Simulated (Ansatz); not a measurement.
**NH3 (ammonia): PBE0/def2-TZVPPD**

Aim: the vertical singlet–triplet gap of NH3 (ammonia) at PBE0/def2-TZVPPD, from 2 runs. 

The calculation is run with Ansatz 0.2.0.

29 further runs of the same task are left out: 29 set aside as unsound or not needed.

## 1. The structure to begin with

NH3: 4 atoms, total charge 0, spin state singlet. As SMILES, `N`. The shape is that of a PBE0-D4/def2-TZVP optimisation.

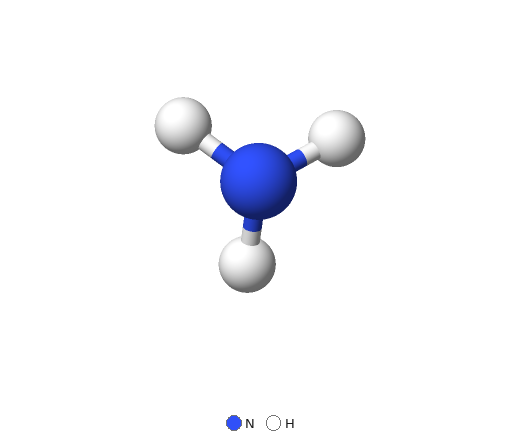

The structure, seen from a chosen angle (nitrogen blue, hydrogen white).

## 2. The energy at PBE0/def2-TZVPPD

Input file molecule.yaml:

```yaml
crystal:
  periodic: [false, false, false]
  atoms:
    - symbol: N
      position_ang: [-0.069910, 0.249470, 0.110930]
    - symbol: H
      position_ang: [0.490470, -0.301820, 0.749180]
    - symbol: H
      position_ang: [-0.887480, -0.301940, -0.118910]
    - symbol: H
      position_ang: [0.466920, 0.354280, -0.741200]
basis:
  gaussian:
    orbitals: def2-TZVPPD.json
total_charge: 0
hamiltonian:
  xc: {name: PBE0}
accuracy: high
output: {orbitals: {seedname: orbitals}}
```

The basis set def2-TZVPPD is read from a file made from the Basis Set Exchange's data (not shown).

Started as:

```
$ ansatz run molecule.yaml --threads 1 --pin off --max-ram 3480MiB --events-out events.jsonl --progress --plain --runs-dir runs
```

Standard output:

```text
Warning: RAYON_NUM_THREADS=1 ignored (pool sized by the plan → 1); use --threads N
Functional definition: PBE0
  name "PBE0"
  parameter a = 0.25
  parameter kappa = 0.804
  parameter beta = 0.06672455060314922
  exchange = (1 - a)*pbe_x(kappa = kappa, mu = beta*pi^2/3) + a*exact_x
  correlation = pbe_c(beta = beta)
1413 factors; integrals over basis functions are off by at most 3.1e-9 eV
mean field evaluation 1: about -1532.5420 eV, gradient 5.4e1 eV
mean field evaluation 2: about -1526.4294 eV, gradient 7.2e1 eV
mean field evaluation 4: about -1537.9127 eV, gradient 3.5e-1 eV
mean field evaluation 8: about -1537.9129 eV, gradient 3.5e-3 eV
mean field evaluation 16: about -1537.9129 eV, gradient 6.1e-8 eV
mean field -1537.91286294 eV, -56.5172552782 hartree, gradient 6.1e-8 eV, S^2 0.000000; 0 other end points of the search recorded, 0 dependent functions left out
reference -1537.91286509 eV, -56.5172553573 hartree; 5, 5 occupied and 83, 83 virtual orbitals, 1413 factors
Total energy: -1537.91286509 eV, -56.5172553573 hartree
```

Wall time 2.3 s (1 thread of Arm Neoverse V1, shared host); peak memory 0.16 GiB.

## 3. The triplet

Input file molecule.yaml:

```yaml
basis:
  gaussian:
    orbitals: def2-TZVPPD.json
crystal:
  periodic: [false, false, false]
  atoms:
    - {symbol: N, position_ang: [-0.069910, 0.249470, 0.110930]}
    - {symbol: H, position_ang: [0.490470, -0.301820, 0.749180]}
    - {symbol: H, position_ang: [-0.887480, -0.301940, -0.118910]}
    - {symbol: H, position_ang: [0.466920, 0.354280, -0.741200]}
magnetization:
  spin_polarized: true
  initial_magnetization: 2
output: {orbitals: {seedname: orbitals}}
hamiltonian:
  xc: {name: PBE0}
accuracy: high
```

The basis set def2-TZVPPD is read from a file made from the Basis Set Exchange's data (not shown).

Started as:

```
$ ansatz run molecule.yaml --threads 1 --pin off --max-ram 3480MiB --events-out events.jsonl --progress --plain --runs-dir runs
```

Standard output (excerpt; [...] marks lines left out):

```text
Warning: RAYON_NUM_THREADS=1 ignored (pool sized by the plan → 1); use --threads N
[... 7 set-up lines as earlier in the session ...]
1413 factors; integrals over basis functions are off by at most 3.1e-9 eV
mean field evaluation 1: about -1530.0817 eV, gradient 2.0e1 eV
mean field evaluation 2: about -1530.1879 eV, gradient 1.9e1 eV
mean field evaluation 4: about -1531.6503 eV, gradient 4.7e-1 eV
mean field evaluation 8: about -1531.6508 eV, gradient 3.2e-3 eV
mean field evaluation 16: about -1531.6508 eV, gradient 5.7e-6 eV
mean field -1531.65077430 eV, -56.2871277655 hartree, gradient 2.4e-8 eV, S^2 2.002360; 0 other end points of the search recorded, 0 dependent functions left out
reference -1531.65077613 eV, -56.2871278326 hartree; 6, 4 occupied and 82, 84 virtual orbitals, 1413 factors
Total energy: -1531.65077613 eV, -56.2871278326 hartree
```

Run time: 3.6 s. Hardware: 1 thread of Arm Neoverse V1, shared host; peak memory 0.19 GiB.

## 4. Results

Level: PBE0/def2-TZVPPD.

| quantity | value |
| --- | --- |
| singlet: total energy | -56.51726 Eh |
| singlet: HOMO energy | -7.69 eV |
| singlet: LUMO energy | 0.35 eV |
| singlet: HOMO–LUMO gap | 8.05 eV |
| triplet: total energy | -56.28713 Eh |
| triplet: HOMO energy (highest over α and β) | -2.80 eV |
| triplet: ⟨S²⟩ | 2.002 |
| vertical energy of the triplet above the singlet | 6.262 eV |

What this shows: At this shape the triplet lies 6.26 eV (604 kJ/mol) above the singlet.
